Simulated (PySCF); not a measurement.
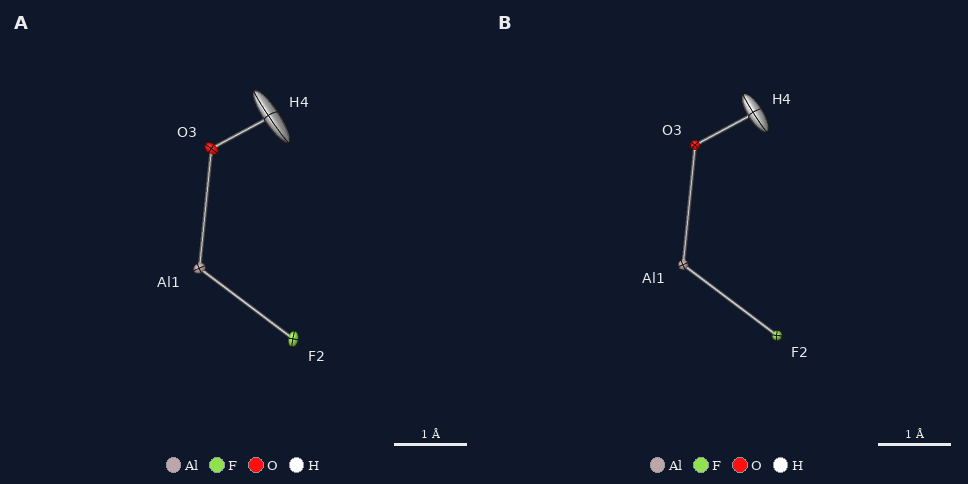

Displacement ellipsoids at the 50 % level, from the internal vibrations of the free molecule (harmonic, no overall translation or rotation; no half-axis is drawn under 0.075 Å). State: neutral, doublet. Vibrations computed with UKS-based PBE0, Al def2-TZVP, F def2-TZVP, O def2-TZVP, H def2-TZVP; non-relativistic; density fitting (PySCF 2.14.0). One panel is for 200 K, the other for 600 K.

Question: Which panel is for 600 K?

Answer: A.

Question: How much does the mean-square displacement of H4 grow, and why?

Answer: U_eq goes from 0.0329 to 0.0690 Å², a factor of 2.1. Modes below kT (417 cm⁻¹ at 600 K) grow about in proportion to T, and the lowest lies at 216 cm⁻¹; the mean-square amplitude of a mode is its zero-point value times coth(ħω/2kT), which comes close to 1 only above about 3kT.
